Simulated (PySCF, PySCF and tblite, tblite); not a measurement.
# C₉H₁₅N: conformers and averaged spectra, part 2 of 2

PySCF and tblite. Atoms count from 0. The steps go on from the part before.

### 5 Shieldings, conformer 2: PBE0/pcSseg-1

What the job is given:

```
{"job": {"xc": "PBE0", "basis": "pcSseg-1", "kind": "nmr", "pop": false}, "charge": 0, "multiplicity": 1}
C     -1.990038    -1.081839     1.813100
C     -0.803825    -0.645256     1.408457
C     -0.611892     0.436603     0.455743
C     -1.624294     1.550828     0.187325
C     -0.460617     2.557793     0.067284
C      0.532304     1.427302     0.296414
C      0.337115     0.389178    -0.757376
N      1.256940    -0.665312    -1.014728
C      2.369974    -0.831465    -0.109984
C      0.591604    -1.911397    -1.334848
H     -2.085526    -1.880454     2.527835
H     -2.906719    -0.660456     1.437300
H      0.097167    -1.098211     1.804721
H     -2.233176     1.420934    -0.707619
H     -2.274811     1.749199     1.036225
H     -0.367748     3.067467    -0.892186
H     -0.456050     3.296942     0.865362
H      1.432983     1.521696     0.878872
H     -0.115198     0.718929    -1.691591
H      2.926810     0.102016    -0.050964
H      3.030334    -1.594204    -0.523116
H      2.084356    -1.142494     0.905102
H     -0.163310    -1.721989    -2.096559
H      0.099055    -2.369482    -0.465368
H      1.323628    -2.612183    -1.735176
```

Log:

```text
coarse grid: 20136 points
cycle   1  E = -405.9789081418  dE =  1.534e+00  |g| = 4.369e-01  |ddm| = 4.555e+00
cycle   2  E = -405.9811698504  dE = -2.262e-03  |g| = 4.466e-01  |ddm| = 9.655e-01
cycle   3  E = -406.0332400859  dE = -5.207e-02  |g| = 4.518e-02  |ddm| = 4.861e-01
cycle   4  E = -406.0335669884  dE = -3.269e-04  |g| = 2.280e-02  |ddm| = 6.268e-02
cycle   5  E = -406.0336806204  dE = -1.136e-04  |g| = 5.874e-03  |ddm| = 2.493e-02
cycle   6  E = -406.0336877685  dE = -7.148e-06  |g| = 2.060e-03  |ddm| = 8.067e-03
final grid: 192448 points
cycle   7  E = -406.0941760935  dE = -6.712e-05  |g| = 1.167e-02  |ddm| = 5.797e-02
cycle   8  E = -406.0941549341  dE =  2.116e-05  |g| = 1.481e-02  |ddm| = 3.007e-02
cycle   9  E = -406.0942110059  dE = -5.607e-05  |g| = 2.317e-03  |ddm| = 1.829e-02
cycle  10  E = -406.0942123424  dE = -1.337e-06  |g| = 3.446e-04  |ddm| = 2.387e-03
cycle  11  E = -406.0942123671  dE = -2.467e-08  |g| = 1.436e-04  |ddm| = 3.831e-04
cycle  12  E = -406.0942123716  dE = -4.498e-09  |g| = 3.188e-05  |ddm| = 1.525e-04
cycle  13  E = -406.0942123718  dE = -2.017e-10  |g| = 1.061e-05  |ddm| = 4.450e-05
converged SCF energy = -406.0942123718

GIAO shielding tensors (ppm)
atom      isotropic    diamagn.    paramagn.     s11        s22        s33       span
  0 C       70.351     254.384    -184.034    -43.014     82.878    171.188    214.202
  1 C       39.686     252.146    -212.460    -86.217     49.187    156.086    242.303
  2 C      151.447     256.862    -105.415    112.551    136.860    204.929     92.378
  3 C      157.889     248.307     -90.418    144.388    155.228    174.051     29.663
  4 C      164.529     253.880     -89.351    154.785    165.326    173.474     18.688
  5 C      154.884     255.253    -100.369    128.129    150.518    186.006     57.877
  6 C      123.162     247.672    -124.510     93.442    102.833    173.211     79.768
  7 N      231.343     324.137     -92.793    190.113    236.781    267.136     77.023
  8 C      144.252     247.477    -103.225    125.532    126.065    181.159     55.627
  9 C      141.674     247.952    -106.278    118.163    124.259    182.600     64.438
 10 H       26.449      29.454      -3.006     23.037     25.476     30.834      7.797
 11 H       26.531      32.730      -6.200     22.260     25.460     31.871      9.611
 12 H       25.339      32.832      -7.493     21.970     24.302     29.744      7.774
 13 H       30.030      31.289      -1.259     26.779     26.869     36.440      9.661
 14 H       29.753      31.630      -1.877     25.785     28.125     35.348      9.564
 15 H       30.337      30.676      -0.339     26.366     27.006     37.638     11.271
 16 H       29.700      30.878      -1.178     25.842     26.723     36.533     10.691
 17 H       29.618      35.819      -6.201     23.732     29.163     35.959     12.227
 18 H       28.960      34.069      -5.109     21.589     29.826     35.464     13.875
 19 H       29.130      30.938      -1.808     24.649     27.277     35.465     10.816
 20 H       29.463      29.647      -0.185     24.939     26.767     36.683     11.744
 21 H       29.654      32.133      -2.479     24.512     28.912     35.539     11.027
 22 H       29.070      31.265      -2.195     25.521     26.525     35.164      9.644
 23 H       29.096      31.912      -2.816     23.297     30.123     33.870     10.573
 24 H       29.467      30.102      -0.634     24.881     26.803     36.718     11.838
```

It took 53 s on 1 thread of Intel Xeon Platinum 8488C, shared host; peak memory 1.3 GiB.

In short: HOMO -5.58 eV, LUMO 0.39 eV; dipole 0.43 D.

### 6 Averages: properties at PBE0/pcSseg-1

What the job is given:

```
{"job": {"study": "conf", "smiles": "C=C[C@@]12CC[C@@H]1[C@H]2N(C)C", "search": {"seed": 3734, "n_embed": 90, "ff_keep": 18, "window": 3.0, "nmax": 7, "temps": [150, 200, 250, 298.15, 400], "t_ref": 298.15, "order": 0.002}, "level": {"nmr": {"xc": "PBE0", "basis": "pcSseg-1"}}, "kind": "conf"}, "charge": 0, "multiplicity": 1}
C     -2.007581     2.212853     0.869339
C     -1.066984     1.572405     0.190604
C     -0.948361     0.123835     0.093333
C     -2.006065    -0.906717     0.486851
C     -1.633270    -1.746296    -0.753481
C     -0.569233    -0.722651    -1.116509
C      0.392530    -0.579820     0.018129
N      1.551303     0.233180    -0.199028
C      2.579909    -0.491094    -0.919082
C      2.058560     0.774338     1.046216
H     -2.048104     3.287714     0.901243
H     -2.770209     1.690005     1.421906
H     -0.305829     2.118551    -0.351084
H     -1.848737    -1.387333     1.452547
H     -3.018967    -0.514829     0.442904
H     -1.257851    -2.750566    -0.552367
H     -2.437323    -1.806831    -1.483210
H     -0.328370    -0.393867    -2.113197
H      0.540193    -1.444174     0.677488
H      2.167298    -0.863934    -1.854552
H      2.977777    -1.344196    -0.346640
H      3.400674     0.189144    -1.142849
H      1.262227     1.323693     1.545213
H      2.877224     1.458817     0.827332
H      2.428255    -0.008083     1.728074
```

Log:

```text
conformer  sym    E(xTB)   E(DFT)   G(298.15 K)  weight  dipole/D
    1     C1      0.000    0.000    0.000   1.0000    0.903
    2     C1      2.270    6.549    6.744   0.0000    0.434

mean shielding (ppm) by class
class atoms           150 K      200 K      250 K   298.15 K      400 K
  0 C  0             68.734     68.734     68.734     68.734     68.734
  1 C  1             39.512     39.512     39.512     39.512     39.512
  2 C  2            148.039    148.039    148.039    148.039    148.039
  3 C  3            162.083    162.083    162.083    162.083    162.082
  4 C  4            166.101    166.101    166.101    166.101    166.101
  5 C  5            153.361    153.361    153.361    153.361    153.362
  6 C  6            121.918    121.918    121.918    121.918    121.918
  7 N  7            219.393    219.393    219.393    219.393    219.395
  8 C  8,9          140.005    140.005    140.005    140.005    140.006
  9 H  10            26.225     26.225     26.225     26.225     26.225
 10 H  11            26.395     26.395     26.395     26.395     26.395
 11 H  12            25.351     25.351     25.351     25.351     25.351
 12 H  13             30.24      30.24      30.24      30.24      30.24
 13 H  14            29.557     29.557     29.557     29.557     29.557
 14 H  15            30.384     30.384     30.384     30.384     30.384
 15 H  16            29.768     29.768     29.768     29.768     29.768
 16 H  17            30.003     30.003     30.003     30.003     30.003
 17 H  18            30.032     30.032     30.032     30.032     30.032
 18 H  19,20,21      29.399     29.399     29.399     29.399     29.399
```

Wall time 2 min (1 thread of Intel Xeon Platinum 8488C, shared host). This counts the runs that the step sums up.

The search (ETKDG, MMFF94s, GFN2-xTB) embedded 90 structures, kept 4 distinct ones after the force field and 2 after xTB; 2 were carried on (window 3.0 kcal/mol at the search's own energies). Energies: PBE0/pcSseg-1 with D3(BJ).

Conformer by conformer (298 K):

| no. | group | mirror pair | ΔE xTB | ΔE DFT | ΔG | weight (%) | μ (D) | C0–C1–C2–C3 (°) | C2–C6–N7–C8 (°) | A, B, C (GHz) |
| --- | --- | --- | --- | --- | --- | --- | --- | --- | --- | --- |
| 1 | C1 | no | 0.00 | 0.00 | 0.00 | 100.0 | 0.90 | 14 | -150 | 1.84, 1.14, 0.80 |
| 2 | C1 | no | 2.27 | 6.55 | 6.74 | 0.0 | 0.43 | 24 | -67 | 1.75, 1.19, 0.88 |

Energies in kcal/mol. ΔG holds xTB vibrations and rotation, symmetry numbers and mirror pairs.

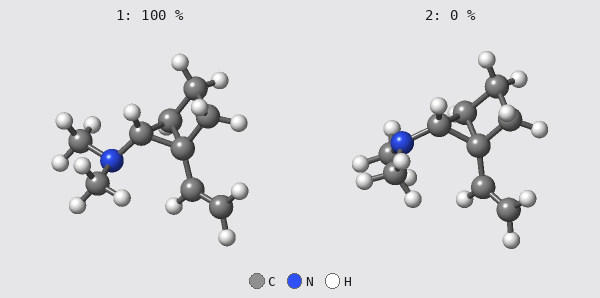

Conformers, most populated first.

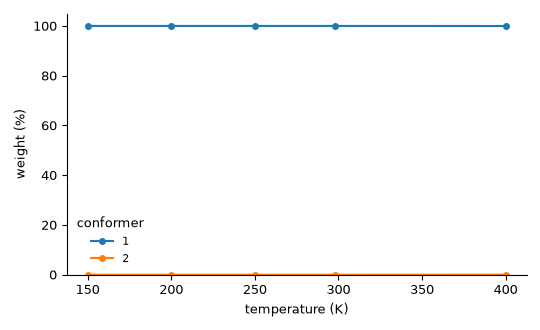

Weights against temperature.

How the weights hang on the way they are made:

| scheme | 1 | 2 | mean μ (D) |
| --- | --- | --- | --- |
| DFT free energy | 100 | 0 | 0.90 |
| DFT energy, symmetry counted | 100 | 0 | 0.90 |
| DFT energy alone | 100 | 0 | 0.90 |
| xTB energy, symmetry counted | 98 | 2 | 0.89 |
| xTB free energy | 98 | 2 | 0.90 |
| lowest conformer only | 100 | 0 | 0.90 |
| equal weights | 50 | 50 | 0.67 |

Shifts against references run at the same level (13C TMS 186.9, 15N NH3 267.7, 1H TMS 31.72 ppm of shielding), by class of atoms, at 298 K:

| atoms | environment | no. 1 | no. 2 | average |
| --- | --- | --- | --- | --- |
| C1 | alkene CH | 147.4 | 147.2 | 147.4 |
| C0 | terminal =CH2 carbon | 118.2 | 116.6 | 118.2 |
| C6 | three-membered-ring carbon | 65.0 | 63.8 | 65.0 |
| C8, C9 | methyl carbon bonded to N | 46.9 | 44.0 | 46.9 |
| C2 | three-membered-ring carbon | 38.9 | 35.5 | 38.9 |
| C5 | three-membered-ring carbon | 33.6 | 32.0 | 33.6 |
| C3 | sp3 CH2 in a ring | 24.8 | 29.0 | 24.8 |
| C4 | sp3 CH2 in a ring | 20.8 | 22.4 | 20.8 |
| H12 | hydrogen on an alkene CH | 6.37 | 6.38 | 6.37 |
| H10 | hydrogen on a terminal =CH2 carbon | 5.49 | 5.27 | 5.49 |
| H11 | hydrogen on a terminal =CH2 carbon | 5.32 | 5.19 | 5.32 |
| H19, H20, H21 and 3 more | hydrogen on a methyl carbon bonded to N | 2.32 | 2.40 | 2.32 |
| H14 | hydrogen on an sp3 CH2 in a ring | 2.16 | 1.96 | 2.16 |
| H16 | hydrogen on an sp3 CH2 in a ring | 1.95 | 2.02 | 1.95 |
| H17 | hydrogen on a three-membered-ring carbon | 1.71 | 2.10 | 1.71 |
| H18 | hydrogen on a three-membered-ring carbon | 1.68 | 2.76 | 1.68 |
| H13 | hydrogen on an sp3 CH2 in a ring | 1.48 | 1.69 | 1.48 |
| H15 | hydrogen on an sp3 CH2 in a ring | 1.33 | 1.38 | 1.33 |
| N7 | amine nitrogen | 48.3 | 36.4 | 48.3 |

Effective distances for nuclear Overhauser effects, ⟨r⁻⁶⟩^(−1/6) over all pairs of two classes (Å): H13···H14 1.77; H15···H16 1.77; H10···H11 1.83; H14···H16 2.39; H11···H14 2.43; H10···H12 2.44; H13···H15 2.50; H13···H18 2.51.

### 7 What came out

The summary covers parts 1 to 2.

```
                           quantity                                                           value
                         conformers            2; the first in weight is no. 1 (C1), 100 % at 298 K
            root-mean-square dipole                                                          0.90 D
averaged 13C shifts (PBE0/pcSseg-1)            147.4, 118.2, 65.0, 46.9, 38.9, 33.6, 24.8, 20.8 ppm
 averaged 1H shifts (PBE0/pcSseg-1)  6.37, 5.49, 5.32, 2.32, 2.16, 1.95, 1.71, 1.68, 1.48, 1.33 ppm
```

What this shows: Conformer 1 leads with 100 % at 298 K, and its share goes from 100 % at 150 K to 100 % at 400 K.
